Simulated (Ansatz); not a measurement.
```xyz
9

Cl    2.9428    1.6414   -0.5241
N     0.1737    0.6053   -0.0610
O     1.1340    0.1525   -2.6673
O     2.0882   -1.2180   -0.3873
Si    1.6695    0.1524   -1.2293
H     0.2783    1.5311    0.3586
H     0.0711   -0.0920    0.6795
H    -0.6582    0.5978   -0.6560
H     2.3027   -1.9559   -0.9679
```

Geometry: PBE0-D3(BJ)/def2-SVP.

Method: isolated molecule in a Gaussian basis; Kohn-Sham density functional theory, functional PBE0 in Ansatz 0.2.0.

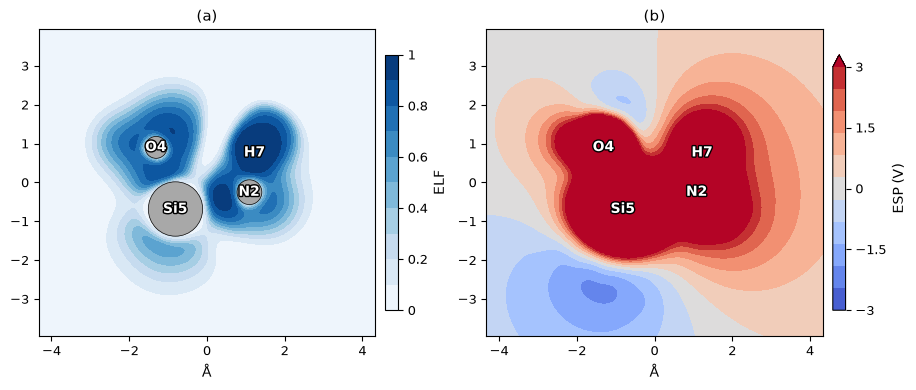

ClH4NO2Si. (a) electron localisation function; (b) molecular electrostatic potential on the plane of atoms N2, Si5 and O4. Grey discs cover the atomic cores in the ELF map.

Describe what can be read from this map.

Answer. The plane passes through N, O, Si and H nuclei. Si–N (1.95 Å): the ELF peaks at about 0.95 between the atoms (a shared but strongly polarised pair). Si–O (1.66 Å): the ELF peaks at about 0.90 between the atoms: a shared but strongly polarised pair. N–H (1.02 Å): the ELF climbs to about 1 towards the hydrogen, as it does in any bond to H (a covalent bond by its length). The ELF also peaks beside O4, away from the bonds: lone-pair regions. Outside the dense part of the molecule the potential is most negative (−2.0 V) near O3, which lies off the plane.
